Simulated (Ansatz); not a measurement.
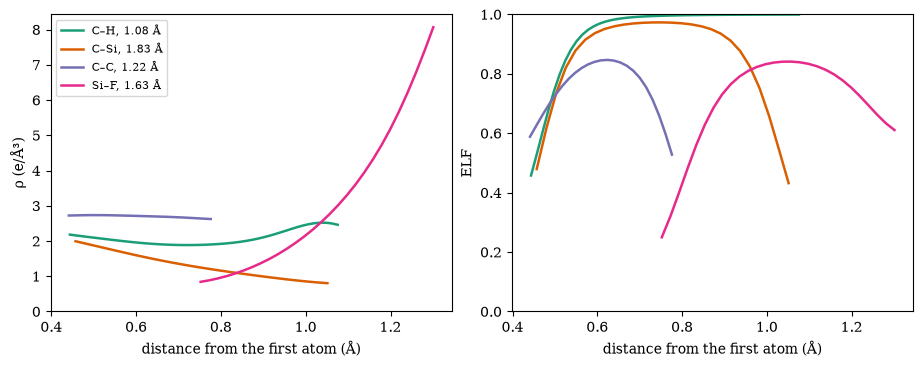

Figure 1: C₂H₃FSi. Total electron density and electron localisation function along straight lines between neighbouring atoms. The curves leave out the atomic cores.

Method: RKS B3LYP-D4/def2-SVP (Ansatz 0.2.0).

Input file:

```
crystal:
  periodic: [false, false, false]
  atoms:
    - { symbol: C, position_ang: [-0.3025, -1.9102, -0.6405] }
    - { symbol: C, position_ang: [-0.1409, -0.7564, -0.2513] }
    - { symbol: Si, position_ang: [0.1611, 0.9805, 0.3586] }
    - { symbol: F, position_ang: [-0.3874, 2.0362, -0.6549] }
    - { symbol: H, position_ang: [-0.5409, -2.8573, -1.0304] }
    - { symbol: H, position_ang: [-0.4087, 1.1969, 1.7136] }
    - { symbol: H, position_ang: [1.6804, 1.2422, 0.4591] }
basis:
  gaussian: { orbitals: def2-SVP }
hamiltonian:
  xc: b3lyp
  dispersion: d4
relax:
  f_tol: 0.02
  max_steps: 50
output:
  orbitals: {}
```

Command:

```sh
ansatz run input.yaml --threads 1 --pin off --max-ram 2048MiB --backend cpu --events-out ev --progress --plain --runs-dir out
```

The fields are those of the relaxed geometry.

**What can be read from the curves?**

C–H (1.08 Å): the density is about 2 e/Å³ at the midpoint; the ELF climbs to about 1 towards the hydrogen, as it does in any bond to H: a covalent bond by its length.
C–Si (1.83 Å): ρ at the midpoint is about 0.97 e/Å³; the ELF peaks at about 1 between the atoms (a covalent bond).
C–C (1.22 Å): ρ at the midpoint is about 2.7 e/Å³; the ELF peaks at about 0.85 between the atoms (a short, multiple covalent bond).
Si–F (1.63 Å): ρ at the midpoint is about 1 e/Å³; the ELF peaks at about 0.85 in the valence shell of F, 0.6 Å from its nucleus, and is about 0.50 at the midpoint.
